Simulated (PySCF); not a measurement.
C2H6Al2F4, singlet, PBE0/def2-SVP optimised geometry. Atoms within 1.6 Å of the plane z = 1.0 Å (x, y, z in Å): Al1 (-1.26, -0.02, 0.00), Al2 (1.26, -0.02, 0.00), C3 (0.00, -0.08, 1.66), H4 (-0.85, 0.47, 2.10), H5 (0.84, 0.49, 2.10), H6 (0.02, -1.09, 2.09), F7 (-2.07, 1.44, 0.00), F8 (-2.14, -1.43, 0.01), F13 (2.07, 1.43, -0.01), F14 (2.14, -1.44, 0.00).

Calculation: PySCF with PBE0/def2-TZVP.

Map of the Laplacian of the electron density (e/bohr⁵) on the plane z = 1.0 Å:

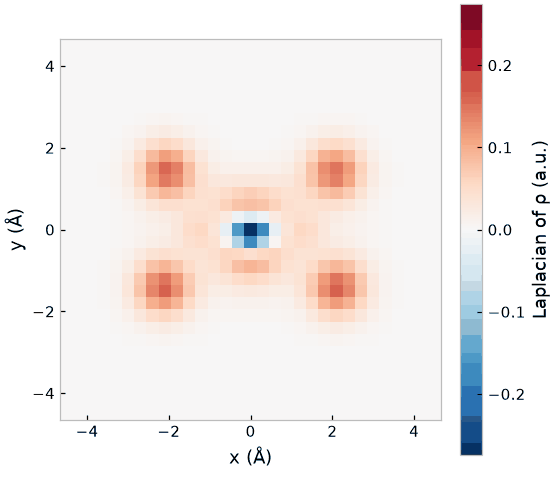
Figure. Laplacian of the electron density (e/bohr⁵) on the plane z = 1.0 Å.
